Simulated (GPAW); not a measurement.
# Collinear magnetic orders of free-standing square Ti monolayer, spacing 2.74 A with GPAW

A self-consistent run ends on one state, which hangs on the start. Several orders of free-standing square Ti monolayer, spacing 2.74 A are started in GPAW and their energies compared.

Method: PBE; plane waves with GPAW's PAW setups, scalar-relativistic, in GPAW 26.7.0.

## 1. The structure

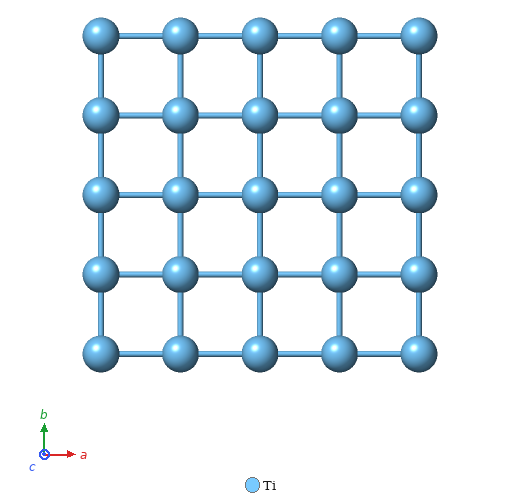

Start, viewed from above; titanium blue. 4×4×1 cells are drawn. Some periodic images of atoms are drawn too.

The cell holds 1 atom: 1 Ti. Its edges and angles: a = 2.740 Å, b = 2.740 Å, c = 14.000 Å, α = 90.0°, β = 90.0°, γ = 90.0°. model lattice. Vacuum lies along c.

## 2. Run 1 (ferro +)

Parallel moments need no larger cell; this start tests for a ferromagnetic state only.

Contents of order1.py:

```python
import json
import numpy as np
from ase import Atoms
from ase.parallel import paropen, parprint
from gpaw import GPAW

atoms = Atoms(['Ti'],
    cell=[[2.74, 0.0, 0.0],
         [0.0, 2.74, 0.0],
         [0.0, 0.0, 14.0]],
    scaled_positions=[[0.0, 0.0, 0.5]],
    pbc=True,
    magmoms=[1.0])
atoms.calc = GPAW(mode={'name': 'pw', 'ecut': 550},
    xc='PBE',
    kpts={'size': (10, 10, 1), 'gamma': True},
    occupations={'name': 'fermi-dirac', 'width': 0.1},
    convergence={'density': 1e-05, 'energy': 1e-05},
    maxiter=200,
    symmetry={'tolerance': 1e-4},
    txt='order1.txt')
e = atoms.get_potential_energy(force_consistent=True)
res = {'free_energy': e, 'energy_sigma0': atoms.get_potential_energy(), 'fermi_energy': atoms.calc.get_fermi_level()}
res['moments'] = atoms.get_magnetic_moments().tolist()
res['total'] = atoms.get_magnetic_moment()
parprint('site moments (muB):', np.round(res['moments'], 3))
parprint(f"total moment: {res['total']:.3f} muB")
parprint(f'free energy: {e:.6f} eV')
atoms.calc.write('order1.gpw')
with paropen('results.json', 'w') as f:
    json.dump(res, f)
```

On the command line:

```bash
$ OMP_NUM_THREADS=1 python3 order1.py > order1.log
```

What it wrote:

```text
site moments (muB): [0.936]
total moment: 1.689 muB
free energy: -4.506706 eV

--- order1.txt ---
Input parameters:
  mode=PW(ecut=550),
  convergence={'density': 1e-05, 'energy': 1e-05},
  kpts=MonkhorstPack(size=(10, 10, 1), gamma=True),
  maxiter=200,
  occupations=Occupations(name='fermi-dirac', width=0.1),
  symmetry=Symmetry(tolerance=0.0001),
  xc=XC(name='PBE')

Diagonalizing LCAO Hamiltonian
Converting LCAO to pw mode
   .------.
  /|      |
 * |      |
 | |      |
 | |      |
 | |      |
 | |      |
 | |      |
 | |      |
 | |      |
 Ti|      |
 | |      |
 | |      |
 | |      |
 | |      |
 | |      |
 | |      |
 | .------.
 |/      /
 *------*

Atoms  # Å, Bohr magnetons
|   | symbol |        x |        y |        z |    initial magnetic moments |
|---|--------|----------|----------|----------|-----------------------------|
| 0 |     Ti | 0.000000 | 0.000000 | 7.000000 | ( 0.0000,  0.0000,  1.0000) |

Unit cell  # Å
| periodic |        x |        y |         z |   lengths |    angles |
|----------|----------|----------|-----------|-----------|-----------|
|      yes | 2.740000 | 0.000000 |  0.000000 |  2.740000 | 90.000000 |
|      yes | 0.000000 | 2.740000 |  0.000000 |  2.740000 | 90.000000 |
|      yes | 0.000000 | 0.000000 | 14.000000 | 14.000000 | 90.000000 |

Number of symmetries: 16

BZ-sampling:
  Number of BZ points: 100
  Number of IBZ points: 21

  Monkhorst-Pack size: [10, 10, 1]
  Monkhorst-Pack shift: [0.05, 0.05, 0.0]

K-points  # in reciprocal-cell coordinates
|     |                                coordinates |     weight |
|-----|--------------------------------------------|------------|
|   0 | (  0.00000000,   0.00000000,   0.00000000) | 0.01000000 |
|   1 | (  0.10000000,   0.00000000,   0.00000000) | 0.04000000 |
|   2 | (  0.10000000,   0.10000000,   0.00000000) | 0.04000000 |
|   3 | (  0.20000000,   0.00000000,   0.00000000) | 0.04000000 |
|   4 | (  0.20000000,   0.10000000,   0.00000000) | 0.08000000 |
|   5 | (  0.20000000,   0.20000000,   0.00000000) | 0.04000000 |
|   6 | (  0.30000000,   0.00000000,   0.00000000) | 0.04000000 |
|   7 | (  0.30000000,   0.10000000,   0.00000000) | 0.08000000 |
|   8 | (  0.30000000,   0.20000000,   0.00000000) | 0.08000000 |
|   9 | (  0.30000000,   0.30000000,   0.00000000) | 0.04000000 |
| ... |                                            |            |
|  20 | (  0.50000000,   0.50000000,   0.00000000) | 0.01000000 |

Plane wave coefficients: 3117
Cutoff: 550.0 eV

Spin-components: 2 (collinear spins)
Bands:           12
Projectors:      6
Spin-degeneracy: 1
Datatype:        complex128

Parallelization:
  kpt:    1
  domain: 1
  band:   1

Density:
  Valence electrons: 12.0
  Components: 2
  Grid points: [15 15 80]
  Charge: 0.0  # |e|

Potential:
  Grid points: [15 15 80]

species:
  Ti:
    name:    Titanium
    Z:       22.0
    valence: 12
    core:    10
    charge:  0.0  # [|e|]
    compensation charges:
      type: gauss
      rc: 0.38  # [Å]
      lmax: 2
    cutoffs:
      filter: 2.23  # [Å]
      core: 1.02  # [Å]
    projectors
    | kind |    occ | energy [eV] | rcut [Å] |
    |------|--------|-------------|----------|
    |   3s |  2.000 |     -62.623 |    1.270 |
    |   4s |  2.000 |      -4.466 |    1.270 |
    |   3p |  6.000 |     -38.862 |    1.058 |
    |   4p |  0.000 |      -1.466 |    1.058 |
    |   3d |  2.000 |      -4.258 |    1.058 |
    |    d |        |      22.953 |    1.058 |

    Using partial waves for Ti as LCAO basis

Reference energy: -23224.014282  # eV

eigensolver:
  PPCG
  Converge bands: occupied
  niter=2

density mixing:
  MSR1-Mixer
  Pratt-step length: 0.05
  Maximum mixing coefficient: 0.75
  Old densities: 10
  SVD Regularization: 0.005
  Good broyden scale: 1.0
  Trust region scale: 1.0
  Backstep threshold: 4.0
  History deletion threshold: 6.0
  Fourier metric: weight=20.0, sigma=0.015

occupation numbers:
  Fermi-Dirac:
    width: 0.1000  # eV

poisson solver:
  ecut: 4400.0  # eV

xc functional:
  name: PBE with 2 nearest neighbor stencil

convergence criteria:
- Maximum integral of absolute [dens]ity change: 1e-05 electrons / valence electron
- Maximum [total energy] change in last 3 cyles: 1e-05 eV / valence electron
- Maximum integral of absolute [eigenst]ate change: 4e-08 eV^2 / valence electron
maximum number of iterations: 200

SCF iterations
|iter     |      energy | eigst |  dens |  magmom |
|---------|-------------|-------|-------|---------|
|iter:   1|       0s |   -4.780181 | -0.17 |       |  +1.0041|
|iter:   2|       1s |   -4.695616 | -2.08 | -0.93 |  +1.0045|
|iter:   3|       2s |   -4.426293 | -1.23 | -0.97 |  +1.0287|
|iter:   4|       3s |   -4.443627 | -2.06 | -1.53 |  +1.0574|
|iter:   5|       4s |   -4.445566 | -2.74 | -1.66 |  +1.0788|
|iter:   6|       5s |   -4.456452 | -3.01 | -1.84 |  +1.1496|
|iter:   7|       6s |   -4.459700 | -3.69 | -2.12 |  +1.2057|
|iter:   8|       7s |   -4.465444 | -2.98 | -2.20 |  +1.4228|
|iter:   9|       9s |   -4.466277 | -4.09 | -2.25 |  +1.4739|
|iter:  10|      10s |   -4.466908 | -4.04 | -2.61 |  +1.5507|
|iter:  11|      11s |   -4.467055 | -3.77 | -2.79 |  +1.5924|
|iter:  12|      12s |   -4.467541 | -4.25 | -2.99 |  +1.6582|
|iter:  13|      13s |   -4.467705 | -4.38 | -3.40 |  +1.6905|
|iter:  14|      14s |   -4.467727 | -5.53 | -3.72 |  +1.6918|
|iter:  15|      15s |   -4.467719c| -6.21 | -4.34 |  +1.6902|
|iter:  16|      16s |   -4.467712c| -6.89 | -4.67 |  +1.6894|
|iter:  17|      17s |   -4.467712c| -7.42c| -5.39c|  +1.6893|

Converged in 17 steps
Energy contributions relative to reference atoms: (reference = -23224.014282)

Energy contributions:
  Kinetic:           1.272221
  Coulomb:          -0.292112
  Zero:             -0.080705
  External:          0.000000
  Xc:               -5.328122
  Entropy:          -0.077988
  Spinorbit:         0.000000
  ----------------------------
  Free energy:      -4.506706
  Extrapolated:     -4.467712

dipole moment: (-8.675305, -8.675305, 0.000000)  # |e|*Ang

Total magnetic moment: (0.000000, 0.000000, 1.689326)

Local magnetic moments
|        x |        y |        z |
|----------|----------|----------|
| 0.000000 | 0.000000 | 0.936041 |  # Ti   0

Fermi level: -1.817
Eigenvalues  # (at kpt = [0.000, 0.000, 0.000])
| band index |      eig [eV] | occ [0-1] |      eig [eV] | occ [0-1] |
|------------|---------------|-----------|---------------|-----------|
|          0 |       -59.326 |     1.000 |       -58.300 |     1.000 |
|          1 |       -35.882 |     1.000 |       -34.702 |     1.000 |
|          2 |       -35.137 |     1.000 |       -34.174 |     1.000 |
|          3 |       -35.137 |     1.000 |       -34.174 |     1.000 |
|          4 |        -6.099 |     1.000 |        -5.274 |     1.000 |
|          5 |        -3.384 |     1.000 |        -2.102 |     0.945 |
|          6 |        -2.537 |     0.999 |        -1.554 |     0.067 |
|          7 |        -2.098 |     0.943 |        -1.047 |     0.000 |
|          8 |        -0.174 |     0.000 |         1.079 |     0.000 |
|          9 |        -0.174 |     0.000 |         1.079 |     0.000 |
|         10 |         1.202 |     0.000 |         1.756 |     0.000 |
|         11 |         1.651 |     0.000 |         2.090 |     0.000 |

No gap
No difference between direct/indirect transitions
```

The job ended after 22 s (1 MPI rank of Intel Xeon Platinum 8488C (Sapphire Rapids), shared host; peak memory 0.2 GiB).

Spin moment in the augmentation sphere by atom:

```tsv
atom	spin moment in the augmentation sphere (μB)
Ti1	0.936
```

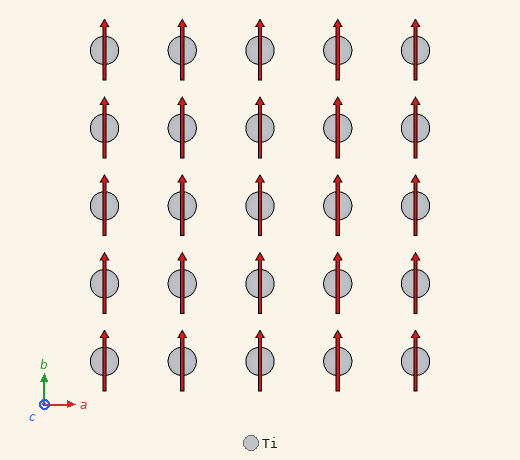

Spin moment in the augmentation sphere as arrows, the longest 0.936 μB. Up and down stand for the sign. Arrows give size and sign along the axis of quantisation, drawn up and down the page. 4×4×1 cells are drawn. Some periodic images of atoms are drawn too.

Numbers from this step:

| Property | Result |
| --- | --- |
| magnetization | 1.689 μB |
| final state | ferromagnetic |

After 17 cycles the largest moment stands at 0.936 μB.

## 3. Order 2, typed as antiferro q=(1/2,1/2,0) +-

An opposed order shows whether the pairs that it reverses prefer unlike signs.

The cell is doubled to 2 atoms to hold this order. Its mesh is chosen so that both cells sample the same points.

Contents of order2.py:

```python
import json
import numpy as np
from ase import Atoms
from ase.parallel import paropen, parprint
from gpaw import GPAW

atoms = Atoms(['Ti', 'Ti'],
    cell=[[5.48, 0.0, 0.0],
         [2.74, 2.74, 0.0],
         [0.0, 0.0, 14.0]],
    scaled_positions=[[0.0, 0.0, 0.5],
         [0.5, 0.0, 0.5]],
    pbc=True,
    magmoms=[1.0, -1.0])
atoms.calc = GPAW(mode={'name': 'pw', 'ecut': 550},
    xc='PBE',
    kpts={'size': (5, 10, 1), 'gamma': True},
    occupations={'name': 'fermi-dirac', 'width': 0.1},
    convergence={'density': 1e-05, 'energy': 1e-05},
    maxiter=200,
    symmetry={'tolerance': 1e-4},
    txt='order2.txt')
e = atoms.get_potential_energy(force_consistent=True)
res = {'free_energy': e, 'energy_sigma0': atoms.get_potential_energy(), 'fermi_energy': atoms.calc.get_fermi_level()}
res['moments'] = atoms.get_magnetic_moments().tolist()
res['total'] = atoms.get_magnetic_moment()
parprint('site moments (muB):', np.round(res['moments'], 3))
parprint(f"total moment: {res['total']:.3f} muB")
parprint(f'free energy: {e:.6f} eV')
atoms.calc.write('order2.gpw')
with paropen('results.json', 'w') as f:
    json.dump(res, f)
```

On the command line:

```bash
$ OMP_NUM_THREADS=1 python3 order2.py > order2.log
```

What it wrote:

```text
UserWarning: Initial realspace grid (30,21,80) inconsistent with symmetries.
UserWarning: Using symmetrized grid: (30,30,80).

site moments (muB): [ 0.001 -0.   ]
total moment: 0.001 muB
free energy: -8.928042 eV

--- order2.txt ---
Input parameters:
  mode=PW(ecut=550),
  convergence={'density': 1e-05, 'energy': 1e-05},
  kpts=MonkhorstPack(size=(5, 10, 1), gamma=True),
  maxiter=200,
  occupations=Occupations(name='fermi-dirac', width=0.1),
  symmetry=Symmetry(tolerance=0.0001),
  xc=XC(name='PBE')

Diagonalizing LCAO Hamiltonian
Converting LCAO to pw mode

       Ti     Ti

Atoms  # Å, Bohr magnetons
|   | symbol |        x |        y |        z |    initial magnetic moments |
|---|--------|----------|----------|----------|-----------------------------|
| 0 |     Ti | 0.000000 | 0.000000 | 7.000000 | ( 0.0000,  0.0000,  1.0000) |
| 1 |     Ti | 2.740000 | 0.000000 | 7.000000 | ( 0.0000,  0.0000, -1.0000) |

Unit cell  # Å
| periodic |        x |        y |         z |   lengths |    angles |
|----------|----------|----------|-----------|-----------|-----------|
|      yes | 5.480000 | 0.000000 |  0.000000 |  5.480000 | 90.000000 |
|      yes | 2.740000 | 2.740000 |  0.000000 |  3.874945 | 90.000000 |
|      yes | 0.000000 | 0.000000 | 14.000000 | 14.000000 | 45.000000 |

Number of symmetries: 8

BZ-sampling:
  Number of BZ points: 50
  Number of IBZ points: 18

  Monkhorst-Pack size: [5, 10, 1]
  Monkhorst-Pack shift: [0.0, 0.05, 0.0]

Plane wave coefficients: 6221
Cutoff: 550.0 eV

Spin-components: 2 (collinear spins)
Bands:           19
Projectors:      12
Spin-degeneracy: 1
Datatype:        complex128

Parallelization:
  kpt:    1
  domain: 1
  band:   1

Density:
  Valence electrons: 24.0
  Components: 2
  Grid points: [30 30 80]
  Charge: 0.0  # |e|

Potential:
  Grid points: [30 30 80]

[... setups left out ...]
Reference energy: -46448.028563  # eV

eigensolver:
  PPCG
  Converge bands: occupied
  niter=2

density mixing:
  MSR1-Mixer
  Pratt-step length: 0.05
  Maximum mixing coefficient: 0.75
  Old densities: 10
  SVD Regularization: 0.005
  Good broyden scale: 1.0
  Trust region scale: 1.0
  Backstep threshold: 4.0
  History deletion threshold: 6.0
  Fourier metric: weight=20.0, sigma=0.015

occupation numbers:
  Fermi-Dirac:
    width: 0.1000  # eV

poisson solver:
  ecut: 4400.0  # eV

xc functional:
  name: PBE with 2 nearest neighbor stencil

convergence criteria:
- Maximum integral of absolute [dens]ity change: 1e-05 electrons / valence electron
- Maximum [total energy] change in last 3 cyles: 1e-05 eV / valence electron
- Maximum integral of absolute [eigenst]ate change: 4e-08 eV^2 / valence electron
maximum number of iterations: 200

SCF iterations
|iter     |      energy | eigst |  dens |  magmom |
|---------|-------------|-------|-------|---------|
|iter:   1|       0s |   -9.493854 | -0.16 |       |  +0.0000|
|iter:   2|       6s |   -9.325056 | -1.78 | -0.94 |  +0.0000|
|iter:   3|      11s |   -8.783000 | -1.04 | -0.99 |  -0.0000|
|iter:   4|      17s |   -8.795709 | -1.31 | -1.51 |  +0.0000|
|iter:   5|      23s |   -8.792912 | -2.08 | -1.62 |  -0.0000|
|iter:   6|      28s |   -8.804968 | -2.38 | -1.89 |  +0.0000|
|iter:   7|      34s |   -8.808751 | -2.67 | -2.18 |  -0.0000|
|iter:   8|      40s |   -8.811265 | -2.46 | -2.26 |  +0.0000|
|iter:   9|      45s |   -8.812428 | -2.52 | -2.56 |  -0.0000|
|iter:  10|      51s |   -8.812914 | -2.75 | -2.80 |  +0.0000|
|iter:  11|      57s |   -8.813221 | -3.37 | -3.23 |  -0.0000|
|iter:  12|      62s |   -8.813382 | -3.37 | -3.38 |  +0.0000|
|iter:  13|      68s |   -8.813429c| -3.84 | -3.06 |  +0.0000|
|iter:  14|      73s |   -8.813466c| -3.65 | -3.54 |  +0.0000|
|iter:  15|      79s |   -8.813499c| -4.08 | -3.69 |  +0.0001|
|iter:  16|      84s |   -8.813514c| -4.73 | -4.19 |  +0.0001|
|iter:  17|      90s |   -8.813521c| -4.80 | -4.12 |  +0.0001|
|iter:  18|      95s |   -8.813522c| -4.98 | -4.14 |  +0.0001|
|iter:  19|     101s |   -8.813527c| -5.55 | -3.96 |  +0.0001|
|iter:  20|     106s |   -8.813528c| -5.44 | -4.27 |  +0.0002|
|iter:  21|     112s |   -8.813528c| -5.87 | -4.17 |  +0.0002|
|iter:  22|     117s |   -8.813528c| -5.75 | -4.62 |  +0.0003|
|iter:  23|     123s |   -8.813529c| -6.33 | -4.81 |  +0.0003|
|iter:  24|     128s |   -8.813529c| -6.23 | -5.00 |  +0.0005|
|iter:  25|     133s |   -8.813529c| -6.97 | -5.17c|  +0.0005|
|iter:  26|     139s |   -8.813529c| -6.39 | -5.05c|  +0.0006|
|iter:  27|     143s |   -8.813529c| -7.41c| -5.05c|  +0.0008|

Converged in 27 steps
Energy contributions relative to reference atoms: (reference = -46448.028563)

Energy contributions:
  Kinetic:          -1.618901
  Coulomb:           2.531275
  Zero:             -0.150261
  External:          0.000000
  Xc:               -9.461129
  Entropy:          -0.229025
  Spinorbit:         0.000000
  ----------------------------
  Free energy:      -8.928042
  Extrapolated:     -8.813529

dipole moment: (-34.729977, -17.364988, 0.000001)  # |e|*Ang

Total magnetic moment: (0.000000, 0.000000, 0.000757)

Local magnetic moments
|        x |        y |         z |
|----------|----------|-----------|
| 0.000000 | 0.000000 |  0.000528 |  # Ti   0
| 0.000000 | 0.000000 | -0.000161 |  # Ti   1

Fermi level: -1.822
Eigenvalues  # (at kpt = [0.000, 0.000, 0.000])
| band index |      eig [eV] | occ [0-1] |      eig [eV] | occ [0-1] |
|------------|---------------|-----------|---------------|-----------|
|          0 |       -58.827 |     1.000 |       -58.826 |     1.000 |
|        ... |               |           |               |           |
|          4 |       -35.175 |     1.000 |       -35.175 |     1.000 |
|          5 |       -35.175 |     1.000 |       -35.175 |     1.000 |
|          6 |       -34.662 |     1.000 |       -34.662 |     1.000 |
|          7 |       -34.662 |     1.000 |       -34.662 |     1.000 |
|          8 |        -5.660 |     1.000 |        -5.660 |     1.000 |
|          9 |        -3.568 |     1.000 |        -3.568 |     1.000 |
|         10 |        -2.747 |     1.000 |        -2.747 |     1.000 |
|         11 |        -2.020 |     0.879 |        -2.019 |     0.878 |
|         12 |        -1.608 |     0.105 |        -1.607 |     0.105 |
|         13 |        -1.608 |     0.105 |        -1.607 |     0.105 |
|         14 |        -1.591 |     0.090 |        -1.590 |     0.090 |
|         15 |         0.089 |     0.000 |         0.089 |     0.000 |
|         16 |         0.431 |     0.000 |         0.431 |     0.000 |
|         17 |         0.431 |     0.000 |         0.431 |     0.000 |
|         18 |         1.495 |     0.000 |         1.495 |     0.000 |

No gap
No difference between direct/indirect transitions
```

Wall time 2.6 min (1 MPI rank); peak memory 0.39 GiB.

Spin moment in the augmentation sphere by atom:

```tsv
atom	spin moment in the augmentation sphere (μB)
Ti1	0.0005
Ti2	-0.0002
```

Read from the output:

```yaml
final_state: non-magnetic
```

It lies 42.7 meV a seeded atom over the first start.

[end of part 1 of 2]

[Logs and program files are shortened in this print: banners, set-up blocks, solver, clock and traceback lines can be left out without a mark of their own.]

[Logs are printed without paths, hosts, clocks, repeated set-up lines and the standing remarks that a program may print on its own settings, such as how far it seeks lower states.]

[Hosts, paths, dates, database ids (printed as entryN), source tags and the programs' standing remarks are cut or masked in the printed files.]

[Where a cell is said to come from a database of computed structures, the database is the Materials Project.]
